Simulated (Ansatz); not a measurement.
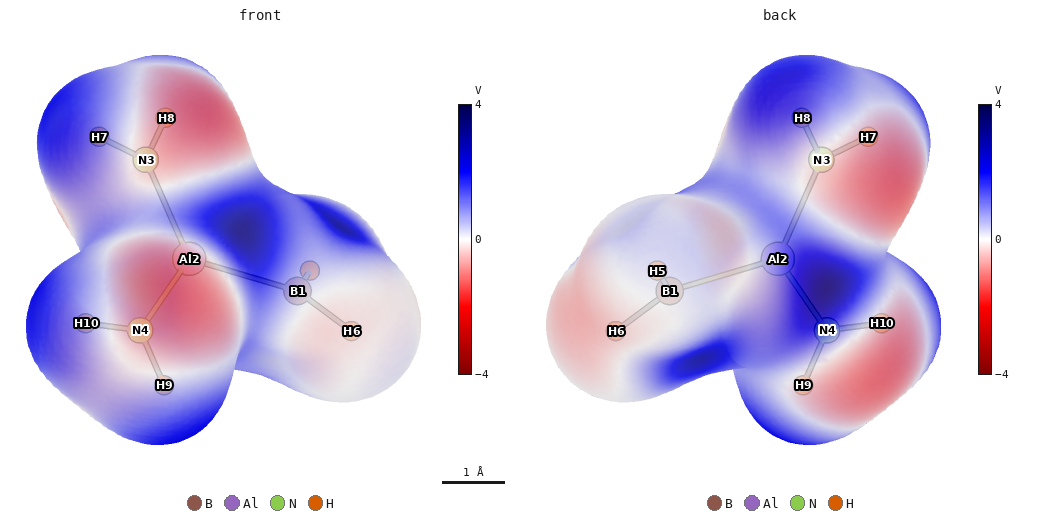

Figure. AlBH6N2. The molecular electrostatic potential painted on the density surface at 0.004 e/bohr³, seen from the front and from behind; the colour scale runs from red (negative) to blue (positive).

Geometry: PBE0-D4/def2-TZVP.

The calculation used Ansatz, RKS PBE0-D4/def2-TZVPP.

Input file:

```
crystal:
  periodic: [false, false, false]
  atoms:
    - {symbol: B, position_ang: [-1.679499, 0.368911, -1.043379]}
    - {symbol: Al, position_ang: [0.099770, -0.025136, 0.056661]}
    - {symbol: N, position_ang: [0.967370, -1.562583, -0.135644]}
    - {symbol: N, position_ang: [0.754068, 1.175112, 1.190121]}
    - {symbol: H, position_ang: [-1.816294, 0.059164, -2.195044]}
    - {symbol: H, position_ang: [-2.633495, 0.918704, -0.565235]}
    - {symbol: H, position_ang: [1.747051, -1.883530, 0.414920]}
    - {symbol: H, position_ang: [0.732090, -2.251784, -0.830858]}
    - {symbol: H, position_ang: [0.273254, 2.022848, 1.442776]}
    - {symbol: H, position_ang: [1.638785, 1.127292, 1.668683]}
basis:
  gaussian: {orbitals: def2-TZVPP}
hamiltonian: {xc: pbe0, dispersion: d4}
output: {orbitals: {seedname: orbitals}}
```

Run with:

```sh
ansatz run in.yaml --threads 2 --pin off --events-out ev --progress --plain --max-ram 4352MiB
```

> Which sites attract a positive test charge, and which a negative one?

A positive charge is drawn to the negative regions and a negative charge to the positive ones. The most negative region (about −1.2 V) lies over N3 and N4, the most positive (about +3.1 V) over B1 and Al2.
